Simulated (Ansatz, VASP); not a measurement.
# Cross-check of SnI2 between VASP and Ansatz

Aim: how closely do two programs agree when they are given the same cell, functional and k mesh? The cell is generated by rule, not measured, and may not be a known phase. The cell is taken from a series of VASP runs on this material, whose earlier steps may have relaxed, scaled or displaced it; both programs get it as it stands. Other levels of theory on this material are compared in a session of their own. Valence electrons are named where the data sets of a main pair hold unlike numbers.

Program: Ansatz 0.2.0. Level of theory: plane waves, with VASP 6.6.1 beside it; band structure at PBEsol. Results are calculated unless marked as measured.

The structure was built from a prototype and need not be the compound's stable phase.

## 1. The starting structure

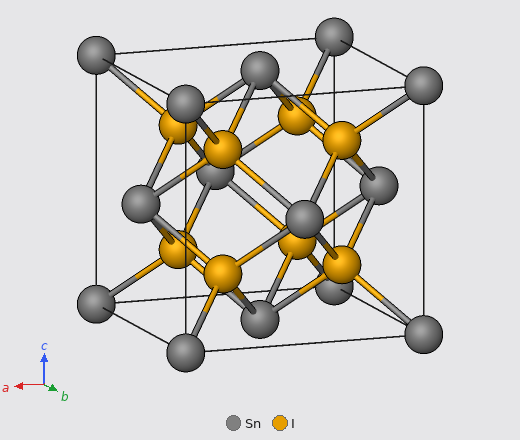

The starting structure, seen from a free direction (tin grey, iodine orange). This picture shows the conventional cell, with its axes. Some periodic images of atoms are drawn too.

Coordinates:

```
Sn I
1.0
     0.00000    3.80171    3.80171
     3.80171    0.00000    3.80171
     3.80171    3.80171    0.00000
Sn I
1 2
Cartesian
  0.0000 0.0000 0.0000
  1.9009 1.9009 1.9009
  5.7026 5.7026 5.7026
```

## 2. VASP: band structure, PBEsol

The same path points are solved in both programs, so levels can be compared one by one.

Lines of VASP's logs that name or quote its potential files are left out, and so is its time.

INCAR reads:

```
SYSTEM = SnI2
PREC = Accurate
ENCUT = 400
EDIFF = 1E-06
NELM = 100
ISMEAR = 0
SIGMA = 0.02
LREAL = .FALSE.
ALGO = Normal
GGA = PS
NBANDS = 27
LORBIT = 11
LWAVE = .FALSE.
LCHARG = .FALSE.
KPAR = 4
ISIF = 2
```

POSCAR reads:

```
SnI2
1.0
    0.0000000000      3.8017140000      3.8017140000
    3.8017140000      0.0000000000      3.8017140000
    3.8017140000      3.8017140000      0.0000000000
Sn I
1 2
Direct
    0.0000000000      0.0000000000      0.0000000000
    0.2500000000      0.2500000000      0.2500000000
    0.7500000000      0.7500000000      0.7500000000
```

KPOINTS reads:

```
Automatic mesh
0
Gamma
6 6 6
0 0 0
```

KPOINTS_OPT reads:

```
Line mode
16
Line-mode
Reciprocal
  0.00000000   0.00000000   0.00000000 GAMMA
  0.50000000   0.00000000   0.50000000 X

  0.50000000   0.00000000   0.50000000 X
  0.50000000   0.25000000   0.75000000 W

  0.50000000   0.25000000   0.75000000 W
  0.37500000   0.37500000   0.75000000 K

  0.37500000   0.37500000   0.75000000 K
  0.00000000   0.00000000   0.00000000 GAMMA

  0.00000000   0.00000000   0.00000000 GAMMA
  0.50000000   0.50000000   0.50000000 L

  0.50000000   0.50000000   0.50000000 L
  0.62500000   0.25000000   0.62500000 U

  0.62500000   0.25000000   0.62500000 U
  0.50000000   0.25000000   0.75000000 W

  0.50000000   0.25000000   0.75000000 W
  0.50000000   0.50000000   0.50000000 L

  0.50000000   0.50000000   0.50000000 L
  0.37500000   0.37500000   0.75000000 K

  0.62500000   0.25000000   0.62500000 U
  0.50000000   0.00000000   0.50000000 X
```

The projector-augmented-wave data sets are Sn_d and I (PBE family, release 64).

On the command line:

```console
mpirun -np 4 vasp_std
```

Numbers of over 12 decimals in the logs are rounded to 6 here.

What it wrote:

```text
[banner, memory and clock lines left out]
running    4 mpi-ranks, on    1 nodes
 distrk:  each k-point on    1 cores,    4 groups
 distr:  one band on    1 cores,    1 groups

 POSCAR found type information on POSCAR SnI
 POSCAR found :  2 types and       3 ions
|                                                                             |
|               ----> ADVICE to this user running VASP <----                  |
|                                                                             |
|     You enforced a specific xc type in the INCAR file but a different       |
|     [... a line on the potential file left out ...]
|     I HOPE YOU KNOW WHAT YOU ARE DOING!                                     |
|                                                                             |

 LDA part: xc-table for (Slater+PW92), standard interpolation
 POSCAR, INCAR and KPOINTS ok, starting setup
 FFT: planning ... GRIDC
 FFT: planning ... GRID_SOFT
 FFT: planning ... GRID
 WAVECAR not read
 entering main loop
       N       E                     dE             d eps       ncg     rms          rms(c)
DAV:   1     0.195947990334E+03    0.19595E+03   -0.10328E+04   867   0.882E+02
DAV:   2     0.157056285641E+02   -0.18024E+03   -0.16794E+03   904   0.254E+02
DAV:   3    -0.808138554366E+01   -0.23787E+02   -0.23317E+02  1114   0.885E+01
DAV:   4    -0.901327838669E+01   -0.93189E+00   -0.92964E+00  1032   0.183E+01
DAV:   5    -0.904921188309E+01   -0.35933E-01   -0.35932E-01  1252   0.369E+00    0.481E+00
DAV:   6    -0.887119410953E+01    0.17802E+00   -0.29878E-01  1095   0.299E+00    0.306E+00
DAV:   7    -0.885962750901E+01    0.11567E-01   -0.14436E-01  1079   0.140E+00    0.104E+00
DAV:   8    -0.885961995307E+01    0.75559E-05   -0.22170E-02  1036   0.946E-01    0.263E-01
DAV:   9    -0.885974311392E+01   -0.12316E-03   -0.34783E-03  1097   0.376E-01    0.731E-02
DAV:  10    -0.885963725964E+01    0.10585E-03   -0.53149E-04   959   0.146E-01    0.375E-02
DAV:  11    -0.885966467483E+01   -0.27415E-04   -0.13703E-04   954   0.595E-02    0.371E-02
DAV:  12    -0.885966664158E+01   -0.19668E-05   -0.95334E-06   986   0.132E-02    0.195E-02
DAV:  13    -0.885966713074E+01   -0.48916E-06   -0.13336E-06   801   0.611E-03
   1 F= -.88596671E+01 E0= -.88596671E+01  d E =-.692152E-30
 Start KPOINTS_OPT (optional k-point list driver)
k-point batch [1-16\160]
       N       E                     dE             ncg
DAV:   1     0.454486808508E+03   -0.50256E+04      873
DAV:   2    -0.246402292038E+04   -0.29185E+04      923
DAV:   3    -0.286290601932E+04   -0.39888E+03     1092
DAV:   4    -0.287868974436E+04   -0.15784E+02      989
DAV:   5    -0.287926926842E+04   -0.57952E+00     1226
DAV:   6    -0.287928242865E+04   -0.13160E-01     1090
DAV:   7    -0.287928277364E+04   -0.34499E-03     1279
DAV:   8    -0.287928277792E+04   -0.42778E-05      901
DAV:   9    -0.287928277805E+04   -0.13869E-06      756
[...]
k-point batch [145-160\160]
       N       E                     dE             ncg
DAV:   1     0.492501990844E+03   -0.10111E+05      890
DAV:   2    -0.245158610717E+04   -0.29441E+04      907
DAV:   3    -0.285901194779E+04   -0.40743E+03     1058
DAV:   4    -0.287573822765E+04   -0.16726E+02      986
DAV:   5    -0.287634417597E+04   -0.60595E+00     1150
DAV:   6    -0.287635768227E+04   -0.13506E-01     1044
DAV:   7    -0.287635825413E+04   -0.57187E-03     1240
DAV:   8    -0.287635826054E+04   -0.64099E-05      903
DAV:   9    -0.287635826097E+04   -0.42836E-06      587
```

From OUTCAR (step 2):

```text
ion  position               nearest neighbor table
   1  0.000  0.000  0.000-   3 3.29   3 3.29   3 3.29   2 3.29   2 3.29   2 3.29   3 3.29   2 3.29

  LATTYP: Found a face centered cubic cell.
 ALAT       =     7.6034280000

 Subroutine GETGRP returns: Found 48 space group operations
 (whereof 48 operations were pure point group operations)

The static configuration has the point symmetry O_h .

 Found     16 irreducible k-points:

   k-points           NKPTS =     16   k-points in BZ     NKDIM =     16   number of bands    NBANDS=     27

   dimension x,y,z NGX =    36 NGY =   36 NGZ =   36
   dimension x,y,z NGXF=    72 NGYF=   72 NGZF=   72

   ENCUT  =  400.0 eV  29.40 Ry    5.42 a.u.   8.77  8.77  8.77*2*pi/ulx,y,z

   NELECT =      28.0000    total number of electrons

 k-points in reciprocal lattice and weights: Automatic mesh
   0.00000000  0.00000000  0.00000000       0.005
   0.16666667  0.00000000  0.00000000       0.037
   0.33333333  0.00000000  0.00000000       0.037
   0.50000000  0.00000000  0.00000000       0.019
   0.16666667  0.16666667  0.00000000       0.028
   0.33333333  0.16666667  0.00000000       0.111
   0.50000000  0.16666667  0.00000000       0.111
  -0.33333333  0.16666667  0.00000000       0.111
  -0.16666667  0.16666667  0.00000000       0.056
[...]
-0.33333333  0.33333333  0.16666667       0.111
  -0.33333333  0.50000000  0.16666667       0.056

 average (electrostatic) potential at core
       1-102.4875       2 -91.0048       3 -91.0048

 E-fermi :   4.2926

 k-point     1 :       0.0000    0.0000    0.0000
  band No.  band energies     occupation
    ...
     10       1.3905      2.00000
     11       1.3905      2.00000
     12       2.5801      2.00000
     13       2.5801      2.00000
     14       2.5801      2.00000
     15       5.7281      0.00000
     16       5.7281      0.00000
     17       5.7281      0.00000
     18       9.4136      0.00000
     19       9.4136      0.00000
    ...

 k-point     2 :       0.1667    0.0000    0.0000
  band No.  band energies     occupation
    ...
     10       1.3456      2.00000
     11       1.3456      2.00000
     12       2.4655      2.00000
     13       2.4655      2.00000
     14       3.2968      2.00000
     15       5.9177      0.00000
     16       5.9718      0.00000
     17       5.9718      0.00000
     18       9.9144      0.00000
     19       9.9144      0.00000
    ...

 k-point     3 :       0.3333    0.0000    0.0000
  band No.  band energies     occupation
    ...
     10       1.2911      2.00000
     11       1.3374      2.00000
     12       2.2056      2.00000
     13       2.2056      2.00000
     14       3.8332      2.00000
     15       6.6319      0.00000
     16       6.6319      0.00000
     17       7.0586      0.00000
     18      10.5782      0.00000
     19      10.9041      0.00000
    ...

  Total        0.7549123      0.7549123      0.7549123      0.0000000      0.0000000      0.0000000
  in kB       11.0062343     11.0062343     11.0062343      0.0000000      0.0000000      0.0000000
  external PRESSURE =      11.0062343 kB  Pullay stress =       0.0000000 kB

  energy-cutoff  :      400.00
  volume of cell :      109.89
      direct lattice vectors                 reciprocal lattice vectors
     0.000000000  3.801714000  3.801714000    -0.131519625  0.131519625  0.131519625
     3.801714000  0.000000000  3.801714000     0.131519625 -0.131519625  0.131519625
     3.801714000  3.801714000  0.000000000     0.131519625  0.131519625 -0.131519625

 POSITION                                       TOTAL-FORCE (eV/Angst)
 -----------------------------------------------------------------------------------
      0.00000      0.00000      0.00000        -0.000000     -0.000000     -0.000000
      1.90086      1.90086      1.90086         0.000000      0.000000      0.000000
      5.70257      5.70257      5.70257        -0.000000     -0.000000     -0.000000
 -----------------------------------------------------------------------------------
    total drift:                               -0.000000      0.000000      0.000000

  FREE ENERGIE OF THE ION-ELECTRON SYSTEM (eV)
  ---------------------------------------------------
  free  energy   TOTEN  =        -8.8596671307 eV

  energy  without entropy=       -8.8596671307  energy(sigma->0) =       -8.85966713

 total charge
# of ion       s       p       d       tot
------------------------------------------
    1        1.429   0.544   9.980  11.954
    2        1.518   2.751   0.018   4.287
    3        1.518   2.751   0.018   4.287
--------------------------------------------------
tot          4.466   6.045  10.017  20.528

[... 3 further parts left out ...]
```

The run ends at a pressure of 1.10 GPa.

## 3. Ansatz: band structure, PBEsol

Ansatz runs on its default PAW (the set named soft_2) files.

The same cell, functional, mesh and smearing now go to Ansatz, which takes its cutoff from its data sets.

input.yaml reads:

```yaml
crystal:
  lattice:
    - [0.0, 3.801714, 3.801714]
    - [3.801714, 0.0, 3.801714]
    - [3.801714, 3.801714, 0.0]
  atoms:
    - { symbol: Sn, position: [0.0, 0.0, 0.0] }
    - { symbol: I, position: [0.25, 0.25, 0.25] }
    - { symbol: I, position: [0.75, 0.75, 0.75] }
hamiltonian:
  xc: pbesol
  pseudopotentials: { kind: paw }
kpoints:
  mp_grid: { grid: [6, 6, 6] }
  band_path:
    path:
      - [0.0, 0.0, 0.0]
      - [0.16667, 0.0, 0.16667]
      - [0.2, 0.0, 0.2]
      - [0.33333, 0.0, 0.33333]
      - [0.5, 0.0, 0.5]
      - [0.5, 0.08333, 0.58333]
      - [0.5, 0.18333, 0.68333]
      - [0.5, 0.25, 0.75]
      - [0.45, 0.3, 0.75]
      - [0.40833, 0.34167, 0.75]
      - [0.35, 0.35, 0.7]
      - [0.225, 0.225, 0.45]
      - [0.075, 0.075, 0.15]
      - [0.03333, 0.03333, 0.03333]
      - [0.23333, 0.23333, 0.23333]
      - [0.4, 0.4, 0.4]
      - [0.51667, 0.46667, 0.51667]
      - [0.55833, 0.38333, 0.55833]
      - [0.60833, 0.28333, 0.60833]
      - [0.60833, 0.25, 0.64167]
      - [0.55833, 0.25, 0.69167]
      - [0.51667, 0.25, 0.73333]
      - [0.5, 0.3, 0.7]
      - [0.5, 0.38333, 0.61667]
      - [0.5, 0.48333, 0.51667]
      - [0.475, 0.475, 0.55]
      - [0.425, 0.425, 0.65]
      - [0.38333, 0.38333, 0.73333]
      - [0.59167, 0.18333, 0.59167]
      - [0.55, 0.1, 0.55]
      - [0.5, 0.0, 0.5]
    npoints: 1
scf:
  occupations: { method: gaussian, width: 0.02 }
  n_extra_bands: 7
output:
  forces: true
  stress: true
  eigenvalues: true
```

On the command line:

```console
ansatz run input.yaml --threads 2 --pin off --max-ram 4608MiB --backend cpu --events-out ev --progress --plain --runs-dir out
```

What it wrote:

```text
scf.n_extra_bands = 7 over 24 filled bands (N_el = 48.0): the run solves 31 bands
Engine: ansatz 0.2.0, x86_64-unknown-linux-gnu
Pseudopotentials: kind: paw
Pseudopotential: Sn, paw, valence charge 14, recommended cutoff 420 eV (normal), Sn.paw.azcp
Pseudopotential: I, paw, valence charge 17, recommended cutoff 420 eV (normal), I.paw.azcp
Functional definition: PBEsol
  exchange = pbesol_x
  correlation = pbesol_c
Crystal: 3 atoms, lattice volume = 109.893 Å³
Basis set: ecut = 420 eV, 2109 PW (Γ), exchange–correlation on 72×72×72 points (8 copies of the dense FFT grid, shifted against one another)
Bands: 31, of which v1, the nominal top of the filled ones, is band 24 counted from 1 (23 counted from 0)
Symmetry: 48 space group operations
Space group: Fm-3m (ITA 225), of the structure as read, at distance tolerance 4.8e-5 Å
k-points: 16 of 216
Non-local potential: Sn, projectors of the file, l = 0: 2, l = 1: 2, l = 2: 2, l = 3: 2
Non-local potential: I, projectors of the file, l = 0: 2, l = 1: 2, l = 2: 2, l = 3: 2
PAW form: soft (Blöchl's): semilocal exchange-correlation on the pseudo side does not see the compensation charge
PAW frozen core: Sn, regenerated for the run's functional, and the local potential with it (the file was generated under x = pbe(κ = 0.804, μ = 0.219515), c = pbe(β = 0.066725))
PAW frozen core: I, regenerated for the run's functional, and the local potential with it (the file was generated under x = pbe(κ = 0.804, μ = 0.219515), c = pbe(β = 0.066725))
PAW one-centre angular grid: Sn, 590 points (default); XC on 64 Gauss nodes
PAW one-centre angular grid: I, 590 points (default); XC on 64 Gauss nodes
Initial density: superposition of atomic densities (neutral atoms: chi_scale 0, normalization atom), corrected by the library's trained network
Initial wavefunctions: pseudopotential atomic-orbital guess
Functional: x = pbesol(κ = 0.804, μ = 0.123457), c = pbesol(β = 0.046)
SCF iter   1: F=—  HF=-20815.466417 eV  |F-HF|=—  |Δ(HF+E_count)|=         —  Δρ=2.82e-3  dr2=1.36e-2  ethr=1.77e-3  ⟨swp⟩=9.4  Hψ=2632  notcnv=0
preconditioner: auto → Resta (q_TF=auto, 2.376 Å⁻¹)  ε∞=3.2  [insulator: Δε(μ)=1.241 eV  Ē_g=10.034 eV  σ=0.020 eV  W_gap=1.00  n_scr=26 (ndim 8)  ℏωp=15.0 eV  f_vac=0.112  D(μ)=0.00/eV (n_scr^D=0)  ε∞_Penn≈3.2]
SCF iter   2: F=—  HF=-20815.461237 eV  |F-HF|=—  |Δ(HF+E_count)|=   5.18e-3  Δρ=1.54e-3  dr2=3.03e-3  ethr=2.84e-5  ⟨swp⟩=3.0  Hψ=992  notcnv=0  defer=31
SCF iter   3: F=—  HF=-20815.461070 eV  |F-HF|=—  |Δ(HF+E_count)|=   1.67e-4  Δρ=4.19e-4  dr2=1.46e-4  ethr=6.32e-6  ⟨swp⟩=2.1  Hψ=771  notcnv=0  defer=31
SCF iter   4: F=—  HF=-20815.461021 eV  |F-HF|=—  |Δ(HF+E_count)|=   4.87e-5  Δρ=1.58e-4  dr2=2.90e-5  ethr=3.05e-7  ⟨swp⟩=2.8  Hψ=887  notcnv=0  defer=31
SCF iter   5: F=—  HF=-20815.461078 eV  |F-HF|=—  |Δ(HF+E_count)|=   5.66e-5  Δρ=5.36e-5  dr2=5.01e-6  ethr=6.05e-8  ⟨swp⟩=2.0  Hψ=923  notcnv=0  defer=31
SCF iter   6: F=—  HF=-20815.461082 eV  |F-HF|=—  |Δ(HF+E_count)|=   4.58e-6  Δρ=2.41e-5  dr2=8.38e-7  ethr=1.04e-8  ⟨swp⟩=2.0  Hψ=849  notcnv=0  defer=31
SCF iter   7: F=-20815.461083 eV  HF=-20815.461083 eV  |F-HF|=1.03e-7  |Δ(HF+E_count)|=   2.80e-7  Δρ=5.84e-6  dr2=5.82e-8  ethr=2.08e-10  ⟨swp⟩=9.0  Hψ=2774  notcnv=0
SCF 1 converged in 7 iterations: F = -20815.461083 eV  dr2 = 5.82e-8
  greatest PAW one-centre occupation: 0.999 electrons in one spin orbital (limit 2), on the I atom at site 2 (counted from 0), in its partial waves of l = 2
NSCF: frozen V_eff on 31 k-points
SCF converged after 7 iterations
Free energy (F): -20815.461083 eV
Harris-Foulkes:  -20815.461083 eV  (|F-HF|=1.03e-7)
Internal energy: -20815.461083 eV  (E = F + TS)
E sigma→0 (E₀):  -20815.461083 eV
Fermi energy:    7.272772 eV
--- Per-component energies (eV) ---
  E_band       = -864.578123
  E_kinetic    = 564.144380
  E_local      = -4963.302839  (includes V_loc(G=0)·N_el)
  E_nonlocal   = -209.581443
  E_hartree    = 2638.982367
  E_xc         = -634.730712
  E_vxc        = -354.690200  (∫ρ·V_xc dr)
  E_paw        = -13532.421030  (= ΣΔE_a)
  E_vpaw       = -1179.106594  (= ΣTr[D̂ρ^β])
  E_aug_tail   = 0.000090  (compensation charges beyond the density's cutoff)
  E_ewald      = -4679.661020
  E_core_change = 1.109124  (= ΣΔE_core)
  E_smearing   = -0.000000  (= −TS)
  E_closure    = -0.000000  (closes the sum)
  Σ components = -20815.461083   (vs F -20815.461083, Δ=0.00e0)
--- Forces (eV/Å), atoms counted from 1 ---
  atom   1  Sn    -0.00000000     0.00000000    -0.00000000
  atom   2  I      0.00000000    -0.00000000    -0.00000000
  atom   3  I      0.00000000    -0.00000000     0.00000000
  max |Σ_I F_I| component: 9.25e-18 eV/Å
--- Stress (GPa, compression-positive) ---
        1.116011       0.000000      -0.000000
        0.000000       1.116011      -0.000000
       -0.000000       0.000000       1.116011
  P = ⅓ Tr σ = 1.1160 GPa (11.160 kbar)
--- Band table (eV; the first three rows and the last of 16) ---
  k-point 0: bands = [... 20 lower, 3.8802, 5.0692, 5.0692, 5.0692, 8.2201, 8.2201, 8.2201, 11.9254, ... 3 higher]
  k-point 1: bands = [... 20 lower, 3.8355, 4.9546, 4.9546, 5.7848, 8.4097, 8.4640, 8.4640, 12.4277, ... 3 higher]
  k-point 2: bands = [... 20 lower, 3.8270, 4.6947, 4.6947, 6.3207, 9.1242, 9.1242, 9.5490, 13.0814, ... 3 higher]
  k-point 15: bands = [... 20 lower, 4.8584, 5.2827, 6.3035, 6.5171, 9.3491, 9.6659, 10.1833, 12.7366, ... 3 higher]
```

The job ended after 2.6 s (2 threads of Intel Xeon at 2.60GHz (Ice Lake), shared host; peak memory 0.46 GiB).

## 4. Comparison

Known differences besides the potentials themselves: the data sets hold 48 valence electrons in Ansatz (on its default PAW (the set named soft_2) files) and 28 in VASP; the cutoff is 420 eV in Ansatz and 400 eV in VASP; Ansatz makes its cores anew for this functional, VASP keeps those of its PBE data sets; VASP leaves aspherical gradient terms in its spheres out (LASPH is not set), Ansatz keeps them. Total energies have different zeros and are not compared.

Both answers:

| quantity | Ansatz | VASP | difference |
| --- | --- | --- | --- |
| pressure (GPa) | 1.12 | 1.10 | +0.02 |
| gap over the path points (eV) | 1.270 | 1.263 | +0.006 |

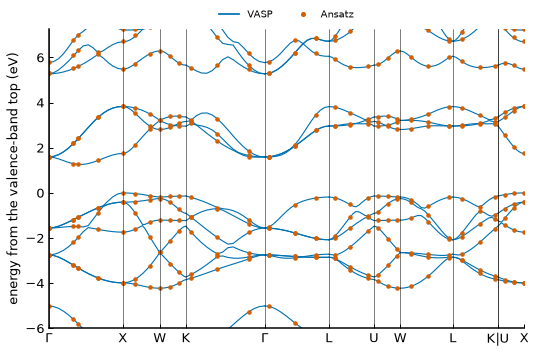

Bands from VASP (lines) and levels from Ansatz (dots). Dots without a line are higher empty bands that the VASP plot leaves out.

Levels at points of the path, from each program's valence-band top (eV; 4 filled, then empty):

| k (reciprocal lattice) | Ansatz | VASP |
| --- | --- | --- |
| 0.000 0.000 0.000 | -2.74 -1.55 -1.55 -1.55 1.60 1.60 1.60 | -2.75 -1.56 -1.56 -1.56 1.59 1.59 1.59 |
| 0.167 0.000 0.167 | -2.19 -1.48 -1.18 -1.18 1.30 2.19 2.19 | -2.20 -1.49 -1.18 -1.18 1.29 2.18 2.18 |
| 0.200 0.000 0.200 | -1.97 -1.49 -1.07 -1.07 1.27 2.42 2.42 | -1.97 -1.49 -1.07 -1.07 1.26 2.41 2.41 |
| 0.333 0.000 0.333 | -1.61 -0.88 -0.66 -0.66 1.44 3.35 3.35 | -1.61 -0.88 -0.66 -0.66 1.44 3.35 3.35 |
| 0.500 0.000 0.500 | -1.73 -0.41 -0.41 0.00 1.75 3.84 3.84 | -1.74 -0.41 -0.41 0.00 1.75 3.83 3.83 |
| 0.500 0.083 0.583 | -1.60 -0.88 -0.39 -0.03 2.12 3.54 3.77 | -1.61 -0.88 -0.39 -0.03 2.12 3.53 3.76 |
| 0.500 0.183 0.683 | -1.95 -1.29 -0.30 -0.12 2.84 2.97 3.50 | -1.95 -1.30 -0.30 -0.12 2.83 2.96 3.50 |
| 0.500 0.250 0.750 | -2.64 -1.20 -0.25 -0.18 2.82 3.22 3.22 | -2.64 -1.21 -0.25 -0.18 2.81 3.21 3.21 |
| 0.450 0.300 0.750 | -2.12 -1.21 -0.42 -0.16 2.92 3.03 3.39 | -2.12 -1.21 -0.42 -0.16 2.91 3.03 3.38 |
| 0.408 0.342 0.750 | -1.68 -1.22 -0.73 -0.14 2.97 3.09 3.40 | -1.68 -1.22 -0.73 -0.14 2.97 3.08 3.39 |

Among the levels compared at these points, filled levels agree within 4 meV and empty ones within 9 meV. Ansatz's pressure holds a Pulay correction of 0.02 GPa; VASP's holds none.

## 5. Results

```json
{
 "largest difference of a filled level at the path points (band structure, PBEsol)": "4.4 meV"
}
```

**Reading.** The largest difference of a filled level at the path points is 4.4 meV (band structure, PBEsol), within the 80 meV picked in this series as the mark of a large difference. The data sets hold unlike numbers of valence electrons (48 in Ansatz and 28 in VASP), so part of the differences comes from the potentials. 4 further runs of this series are not shown here. Such differences can come from data sets, numerical settings and the points named under the comparisons, not from the functional's error against experiment.

[Lines on the potential files, build, host, timing and source positions are cut from VASP's logs without a mark.]

[Logs are printed without paths, hosts, clocks, repeated set-up lines and the standing remarks that a program may print on its own settings, such as how far it seeks lower states.]

[Hosts, paths, dates, database ids (printed as entryN), source tags and the programs' standing remarks are cut or masked in the printed files.]
